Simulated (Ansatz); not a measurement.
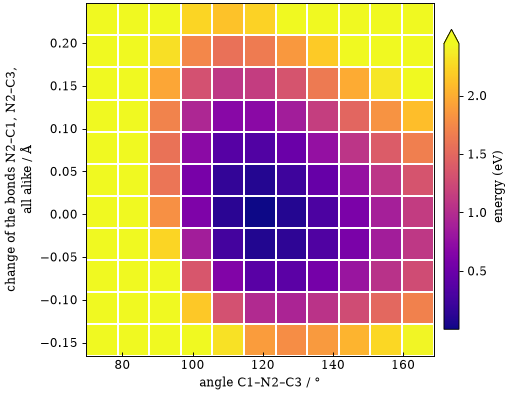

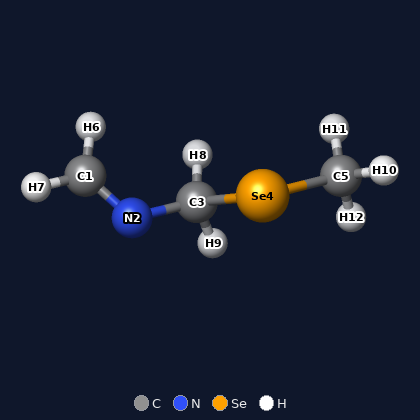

Energy landscape of C₃H₇NSe, SMILES C=NC[Se]C. 
- The first coordinate is: angle C1–N2–C3; the second: change of the bonds N2–C1, N2–C3, all alike.
- Nothing is relaxed (all other coordinates rigid).
- The scan uses an 11 × 11 grid.
- Points are written as (first, second).
- All energies are given in eV relative to the relaxed molecule at the same level.
- Level of theory: RHF/def2-SVP (Ansatz 0.2.0).

Drawn: one coloured cell a grid point, one colour for all values above the top of the scale. The second picture is the structure at the lowest point.

### Where are the wells?

The lowest grid point is at (119.2°, 0.003 Å), 0.0 eV from the relaxed molecule at the same level. It is the only kind of minimum in the scanned range. The highest grid point, (74.2°, −0.147 Å), lies 18.3 eV above the lowest. Round the minimum the valley is somewhat tilted: raising angle C1–N2–C3 shifts the best value of the second coordinate downwards (coupling k₁₂/√(k₁₁k₂₂) about 0.2).

The input of one point:

```yaml
crystal:
  periodic: [false, false, false]
  atoms:
    - { symbol: C, position_ang: [-0.443055, 2.26581, 1.300383] }
    - { symbol: "N", position_ang: [-0.796621, 1.067104, 1.314046] }
    - { symbol: C, position_ang: [-0.542819, 0.25008, 0.161416] }
    - { symbol: Se, position_ang: [0.732371, -1.154031, 0.664629] }
    - { symbol: C, position_ang: [0.807237, -2.037127, -1.066912] }
    - { symbol: H, position_ang: [0.050463, 2.740158, 0.446481] }
    - { symbol: H, position_ang: [-0.625525, 2.891355, 2.170491] }
    - { symbol: H, position_ang: [-0.135248, 0.807449, -0.687347] }
    - { symbol: H, position_ang: [-1.467934, -0.237998, -0.139145] }
    - { symbol: H, position_ang: [1.497186, -2.873016, -0.967571] }
    - { symbol: H, position_ang: [1.179948, -1.360544, -1.833708] }
    - { symbol: H, position_ang: [-0.172227, -2.419219, -1.348407] }
basis:
  gaussian: { orbitals: def2-SVP }
hamiltonian:
  xc: hf
output:
  forces: true
```

The whole map (121 points run) took 8.3 min on 1 thread of Arm Neoverse V2, with other jobs on the host.
